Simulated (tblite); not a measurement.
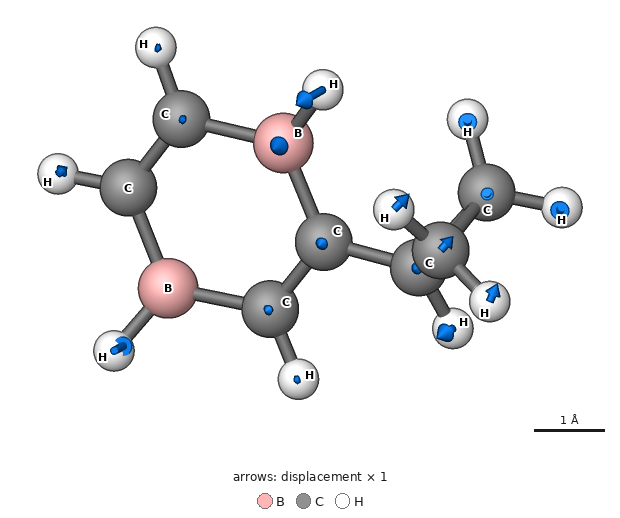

This is a relaxation of C₇H₁₀B₂. The starting structure is drawn; blue arrows show the displacements, at their true length. The two geometries are superimposed by the best rigid fit.

Style: ball-and-stick. Shown at a tilt.

All numbers below come from GFN2-xTB geometry optimisation, gas phase in tblite. 

Which element moves most?

Answer. Hydrogen: up to 0.71 Å, against 0.42 Å for boron.

Describe the change and its energy.

Answer. The largest moves after the best rigid fit, 0.71 Å, are those of H atoms. Largest moves by element: H 0.71 Å, B 0.42 Å, C 0.28 Å. Near-neighbour distances that change, for instance: C–H 1.133 → 1.080 Å, B–H 1.219 → 1.173 Å, B–C 1.581 → 1.540 Å, C–C 1.528 → 1.489 Å. Bond angles that change, for instance: C–C–H 113.2° → 118.7°, C–B–H 116.2° → 121.6°, C–C–C 115.9° → 121.3°. Groups turn about C–C by about 20°. Over 97 geometry steps the energy falls by 53.1 kJ/mol.
